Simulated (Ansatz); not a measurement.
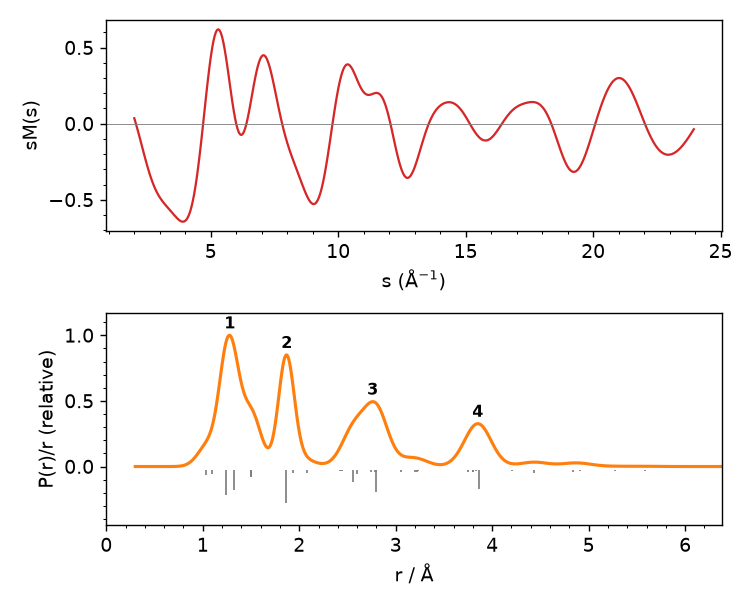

Simulated gas electron diffraction: reduced molecular intensity sM(s) from the Debye equation in the first Born approximation (top) and the radial distribution curve (bottom) of C2H5NSi. Each pair of atoms contributes with weight ZᵢZⱼ/r (bars below the curve); damping constant 0.002 Å²; vibrational amplitudes assumed, not computed: 0.05 Å for bonds, 0.078 Å for bonds to H, 0.06 + 0.015 r up to 0.15 Å for other pairs. The geometry is the end point of an optimisation (RKS PBE/6-31G* (Ansatz 0.2.0)); it may be a saddle point or a higher isomer. SMILES: N=C=C[SiH3].

Read the positions of the numbered peaks and name the main pairs (– for bonds).

Peak 1, 1.28 Å: N–C 1.24 Å, C–C 1.32 Å, Si–H 1.50 Å (×3), not resolved
Peak 2, 1.87 Å: Si–C 1.87 Å, C···H 1.93–2.08 Å (×2), not resolved
Peak 3, 2.76 Å: N···C 2.56 Å, Si···H 2.60 Å, C···H 2.74–2.79 Å (×3), Si···C 2.80 Å, not resolved
Peak 4, 3.85 Å: C···H 3.80–3.81 Å (×2), Si···N 3.86 Å, not resolved
